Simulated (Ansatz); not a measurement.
# CF3 (SMILES F[C](F)F) at 6 levels

Wanted: a comparison of 6 runs (U-wB97X/STO-3G, UB2PLYP/STO-3G, UHSE06/STO-3G, UPBE/STO-3G, USVWN5/STO-3G, RPA@PBE/STO-3G) of CF3. 

The results are computed with Ansatz 0.2.0.

31 further runs of the same task are left out: 6 that didn't finish, 25 set aside as unsound or not needed.

## 1. The system as given

CF3: 4 atoms, total charge 0, spin state doublet. As SMILES, `F[C](F)F`. The F4–C2 distance was set to 3.282 Å, away from the relaxed value. At this shape a bond of the SMILES string is far longer than usual.

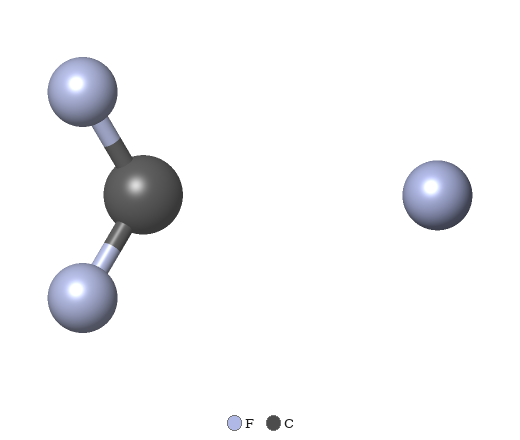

Viewed from a chosen angle; fluorine light blue, carbon dark grey.

## 2. A single-point energy at U-wB97X/STO-3G (run 1)

Contents of input.yaml:

```yaml
crystal:
  periodic: [false, false, false]
  atoms:
    - {symbol: F, position_ang: [-2.198899, -1.683599, 0.144200]}
    - {symbol: C, position_ang: [-1.010899, -1.767999, -0.407900]}
    - {symbol: F, position_ang: [-0.312499, -2.753399, 0.106100]}
    - {symbol: F, position_ang: [0.608100, 1.079500, -0.205900]}
basis:
  gaussian: {orbitals: STO-3G}
hamiltonian: {xc: {name: wB97X}}
magnetization: {spin_polarized: true, initial_magnetization: 1}
accuracy: high
```

On the command line:

```sh
$ ansatz run input.yaml --threads 1 --pin off --max-ram 2610MiB --events-out events.jsonl --progress --plain --runs-dir runs
```

Output:

```text
Warning: RAYON_NUM_THREADS=1 ignored (pool sized by the plan → 1); use --threads N
Functional definition: wB97X
  name "wB97X"
  parameter omega = 0.3/bohr
  parameter cx = 0.157706
  parameter cx1 = 0.726479
  parameter cx2 = 1.04760
  parameter cx3 = -5.70635
  parameter cx4 = 13.2794
  parameter css1 = -4.33879
  parameter css2 = 18.2308
  parameter css3 = -31.7430
  parameter css4 = 17.2901
  parameter cos1 = 2.37031
  parameter cos2 = -11.3995
  parameter cos3 = 6.58405
  parameter cos4 = -3.78132
  exchange = spin_sum(e_x_unif_sr(omega)*poly(b97_u_x, 1 - cx, cx1, cx2, cx3, cx4)) + cx*exact_x_sr(omega)
      + exact_x_lr(omega)
  correlation = spin_sum(e_c_pw_same_spin*poly(b97_u_same, 1, css1, css2, css3, css4))
      + integral(e_c_pw_opposite_spin*poly(b97_u_opposite, 1, cos1, cos2, cos3, cos4))
328 factors; integrals over basis functions are off by at most 3.4e-8 eV
144 factors; integrals over basis functions are off by at most 6.2e-10 eV
mean field evaluation 1: about -9035.0549 eV, gradient 1.5e1 eV
mean field evaluation 2: about -8626.7002 eV, gradient 1.6e1 eV
mean field evaluation 4: about -9035.4976 eV, gradient 1.2e1 eV
mean field evaluation 8: about -9038.1589 eV, gradient 1.1e1 eV
mean field evaluation 16: about -9050.0177 eV, gradient 2.8e-3 eV
mean field evaluation 32: about -9050.0097 eV, gradient 1.0e-1 eV
mean field -9050.01898529 eV, -332.5820633863 hartree, gradient 1.2e-8 eV, S^2 0.750011; 6 other end points of the search recorded, 0 dependent functions left out
reference -9050.01898455 eV, -332.5820633591 hartree; 17, 16 occupied and 3, 4 virtual orbitals, 328 factors
Total energy: -9050.01898455 eV, -332.5820633591 hartree
```

Run time: 38 s. Hardware: 1 thread of Arm Neoverse V2, shared host; peak memory 0.37 GiB.

## 3. A single-point energy at UB2PLYP/STO-3G (run 2)

Contents of job.yaml:

```yaml
crystal:
  periodic: [false, false, false]
  atoms:
    - {symbol: F, position_ang: [-2.198899, -1.683599, 0.144200]}
    - {symbol: C, position_ang: [-1.010899, -1.767999, -0.407900]}
    - {symbol: F, position_ang: [-0.312499, -2.753399, 0.106100]}
    - {symbol: F, position_ang: [0.608100, 1.079500, -0.205900]}
basis:
  gaussian:
    orbitals: STO-3G
magnetization:
  spin_polarized: true
  initial_magnetization: 1
hamiltonian:
  xc: {name: B2PLYP}
correlation:
  frozen_orbitals: {C: 1, F: 1}
accuracy: high
```

On the command line:

```sh
$ ansatz run job.yaml --threads 1 --pin off --max-ram 2610MiB --events-out events.jsonl --progress --plain --runs-dir runs
```

Output (excerpt; [...] marks lines left out):

```text
Warning: RAYON_NUM_THREADS=1 ignored (pool sized by the plan → 1); use --threads N
Functional definition: B2PLYP
  name "B2PLYP"
[...]
328 factors; integrals over basis functions are off by at most 3.4e-8 eV
[...]
mean field -9039.91708689 eV, -332.2108254672 hartree, gradient 1.6e-8 eV, S^2 0.750589; 6 other end points of the search recorded, 0 dependent functions left out
4 core orbitals not correlated: weight in the atoms' cores, before any rotation towards them, 1.000 or more for the frozen orbitals, at most 0.000 for the correlated occupied ones
reference -9039.91709810 eV, -332.2108258793 hartree; 13, 12 occupied and 3, 4 virtual orbitals, 328 factors
second order -3.86957063 eV of doubles, -0.00000000 eV of singles
Total energy: -9040.96188217 eV, -332.2492209857 hartree
```

It took 6 s on 1 thread of Arm Neoverse V2, shared host; peak memory 0.13 GiB.

## 4. A single-point energy at UHSE06/STO-3G (run 3)

Contents of run.yaml:

```yaml
basis:
  gaussian:
    orbitals: STO-3G
crystal:
  periodic: [false, false, false]
  atoms:
    - {symbol: F, position_ang: [-2.198899, -1.683599, 0.144200]}
    - {symbol: C, position_ang: [-1.010899, -1.767999, -0.407900]}
    - {symbol: F, position_ang: [-0.312499, -2.753399, 0.106100]}
    - {symbol: F, position_ang: [0.608100, 1.079500, -0.205900]}
magnetization:
  spin_polarized: true
  initial_magnetization: 1
hamiltonian:
  xc: hse06
accuracy: high
```

On the command line:

```sh
$ ansatz run run.yaml --threads 1 --pin off --max-ram 2610MiB --events-out events.jsonl --progress --plain --runs-dir runs
```

Output:

```text
Warning: RAYON_NUM_THREADS=1 ignored (pool sized by the plan → 1); use --threads N
Functional definition: HSE06
  name "HSE06"
  parameter a = 0.25
  parameter omega = 0.11/bohr
  exchange = pbe_x - a*pbe_x_sr(omega) + a*exact_x_sr(omega)
  correlation = pbe_c
328 factors; integrals over basis functions are off by at most 3.4e-8 eV
51 factors; integrals over basis functions are off by at most 2.9e-10 eV
mean field evaluation 1: about -9029.2216 eV, gradient 7.9e0 eV
mean field evaluation 2: about -8618.7910 eV, gradient 1.4e1 eV
mean field evaluation 4: about -9028.6995 eV, gradient 1.3e1 eV
mean field evaluation 8: about -9042.6317 eV, gradient 4.0e0 eV
mean field evaluation 16: about -9043.0373 eV, gradient 4.7e-3 eV
mean field evaluation 32: about -9043.0374 eV, gradient 2.0e-7 eV
mean field -9043.03737474 eV, -332.3254939309 hartree, gradient 6.6e-8 eV, S^2 0.750056; 6 other end points of the search recorded, 0 dependent functions left out
reference -9043.03737562 eV, -332.3254939631 hartree; 17, 16 occupied and 3, 4 virtual orbitals, 328 factors
Total energy: -9043.03737562 eV, -332.3254939631 hartree
```

Run time: 7.8 s. Hardware: 1 thread of Arm Neoverse V2, shared host; peak memory 0.12 GiB.

Runs 4 to 5 aren't shown in full; the table further down has their settings and results.

## 5. The energy at RPA@PBE/STO-3G (run 6)

Contents of molecule.yaml:

```yaml
crystal:
  periodic: [false, false, false]
  atoms:
    - {symbol: F, position_ang: [-2.198899, -1.683599, 0.144200]}
    - {symbol: C, position_ang: [-1.010899, -1.767999, -0.407900]}
    - {symbol: F, position_ang: [-0.312499, -2.753399, 0.106100]}
    - {symbol: F, position_ang: [0.608100, 1.079500, -0.205900]}
basis:
  gaussian:
    orbitals: STO-3G
magnetization:
  spin_polarized: true
  initial_magnetization: 1
hamiltonian:
  xc: pbe
correlation:
  method: rpa
  frozen_orbitals: {C: 1, F: 1}
accuracy: high
```

On the command line:

```sh
$ ansatz run molecule.yaml --threads 1 --pin off --max-ram 2610MiB --events-out events.jsonl --progress --plain --runs-dir runs
```

Output (excerpt; [...] marks lines left out):

```text
Warning: RAYON_NUM_THREADS=1 ignored (pool sized by the plan → 1); use --threads N
Functional definition: PBE
  name "PBE"
[...]
328 factors; integrals over basis functions are off by at most 3.4e-8 eV
[...]
mean field -9041.55262341 eV, -332.2709303257 hartree, gradient 4.5e-8 eV, S^2 0.750236; 9 other end points of the search recorded, 0 dependent functions left out
4 core orbitals not correlated: weight in the atoms' cores, before any rotation towards them, 1.000 or more for the frozen orbitals, at most 0.000 for the correlated occupied ones
reference -9016.00527419 eV, -331.3320825586 hartree; 13, 12 occupied and 3, 4 virtual orbitals, 328 factors
Total energy: -9023.02992138 eV, -331.5902335815 hartree
```

Wall time 9.9 s (1 thread of Arm Neoverse V2, shared host); peak memory 0.13 GiB.

## 6. All runs side by side

| run | level | frozen core orbitals | energy (Eh) | ⟨S²⟩ | wall time |
| --- | --- | --- | --- | --- | --- |
| 1 | U-wB97X/STO-3G | – | -332.582063 | 0.750 | 38 s |
| 2 | UB2PLYP/STO-3G | 4 | -332.249221 | 0.751 | 6 s |
| 3 | UHSE06/STO-3G | – | -332.325494 | 0.750 | 7.8 s |
| 4 | UPBE/STO-3G | – | -332.270930 | 0.750 | 9.9 s |
| 5 | USVWN5/STO-3G | – | -330.273612 | 0.750 | 1.9 s |
| 6 | RPA@PBE/STO-3G | 4 | -331.590234 | 0.750 | 9.9 s |

## 7. Summary of results

| quantity | value |
| --- | --- |
| run 6: total energy | -331.59023 Eh |
| run 6: RPA correlation energy (valence) | -258.2 mEh |
| run 6: ⟨S²⟩ of the reference determinant | 0.750 |

**Reading.** Totals of different functionals can't be ranked against each other. In runs 1, 2, 3, 4, 5, 6 the basis is minimal, so the values are rough. All runs together took 73 s, the longest 38 s.
